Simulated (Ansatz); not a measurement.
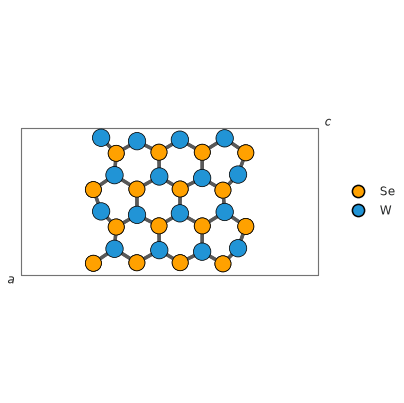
*2 relaxed periods of a body that repeats along c, seen along b; the cell edge a is 23.0 Å long*

Method: PBE (plane waves to 420 eV, PAW; Ansatz, a first-principles code). Mesh 1×1×6. No spin polarisation, so a magnetic state wasn't tested. Isolated but for its images some 11 Å away. A model structure. Symmetry and one short period hold its shape; lower forms weren't sought. Values not marked SOC lack spin–orbit coupling.

Q: What is drawn, and how wide is it?

A: Armchair WSe2 nanoribbon, N = 8, bare edges. A hypothetical model, cut from the flat sheet.
It measures about 12 Å across, from nucleus to nucleus.
